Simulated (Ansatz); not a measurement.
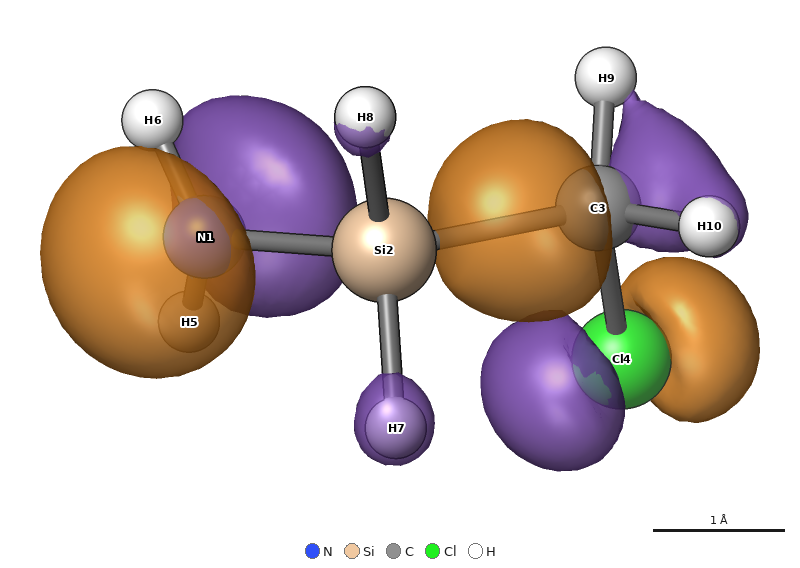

*CH₆ClNSi (SMILES N[SiH2]CCl). The HOMO at ±0.15 Å⁻³ᐟ² (orange and purple are the two phases), seen from one side.*

Geometry: PBE0-D4/def2-TZVP.

The calculation used RKS PBE0-D4/def2-TZVPP in Ansatz 0.2.0.

The calculation's input:

```
crystal:
  periodic: [false, false, false]
  atoms:
    - {symbol: N, position_ang: [-1.439099, 0.296824, -0.848251]}
    - {symbol: Si, position_ang: [-0.405997, -0.626884, 0.154545]}
    - {symbol: C, position_ang: [1.227510, 0.206843, 0.603928]}
    - {symbol: Cl, position_ang: [2.099177, 0.613135, -0.906208]}
    - {symbol: H, position_ang: [-1.152620, 0.533287, -1.784597]}
    - {symbol: H, position_ang: [-2.023128, 1.014951, -0.452873]}
    - {symbol: H, position_ang: [-0.054482, -1.892347, -0.535648]}
    - {symbol: H, position_ang: [-1.131227, -0.889057, 1.427525]}
    - {symbol: H, position_ang: [1.085779, 1.137815, 1.154525]}
    - {symbol: H, position_ang: [1.877287, -0.445667, 1.189855]}
basis:
  gaussian: {orbitals: def2-TZVPP}
hamiltonian: {xc: pbe0, dispersion: d4}
output: {orbitals: {seedname: orbitals}}
```

Launched as:

```sh
ansatz run in.yaml --threads 2 --pin off --events-out ev --progress --plain --max-ram 4352MiB
```

What is the character of this orbital?

Answer. By Hirshfeld shares it lies mainly on N1 (about 45 %), C3 (about 15 %), Cl4 (about 15 %) and Si2 (about 10 %). Its energy is −7.45 eV.
